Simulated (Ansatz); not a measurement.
```
Sn Au Br
1.0
     4.17738    0.00000    0.00000
     0.00000   14.45089    0.00000
     0.00000    0.00000    9.00379
Sn Au Br
4 4 12
Cartesian
  0.0000 10.8668 2.2509
  2.0887 3.6413 2.2509
  0.0000 3.5841 6.7528
  2.0887 10.8096 6.7528
  0.0000 0.0000 4.5019
  2.0887 7.2254 4.5019
  0.0000 0.0000 0.0000
  2.0887 7.2254 0.0000
  0.0000 1.1111 2.2509
  2.0887 8.3366 2.2509
  0.0000 13.3398 6.7528
  2.0887 6.1143 6.7528
  0.0000 9.4442 5.0573
  2.0887 2.2188 5.0573
  0.0000 5.0067 3.9465
  2.0887 12.2321 3.9465
  0.0000 9.4442 8.4483
  2.0887 2.2188 8.4483
  0.0000 5.0067 0.5554
  2.0887 12.2321 0.5554
```

Space group Cmcm; a structure from a database of computed crystals, not necessarily the ambient phase; started from the NaFeF3-63 prototype, which need not be the ambient phase.

These are results of DFT, PBEsol, plane waves, PAW in Ansatz, not measurements.

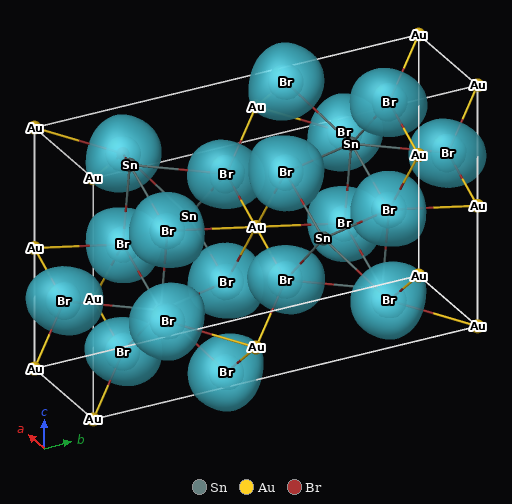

SnAuBr3. Isosurface of the electron localisation function at 0.65 (cyan), seen at an oblique angle. Core shells and regions of very low density are left out. Sticks mark near contacts.

### Identify the bonds, lone pairs and shells in this picture.

The surface consists of twelve regions wrapped around Br (the valence shell of each), counted in one cell of 20 atoms. Regions shared between cells count once. Along the contacts the grid gives the following. Au–Br (2.51 Å): the ELF is about 0.30 at the midpoint and 0.20 at its lowest between the atoms. Sn–Br (3.02 Å): the ELF is about 0.30 at the midpoint.
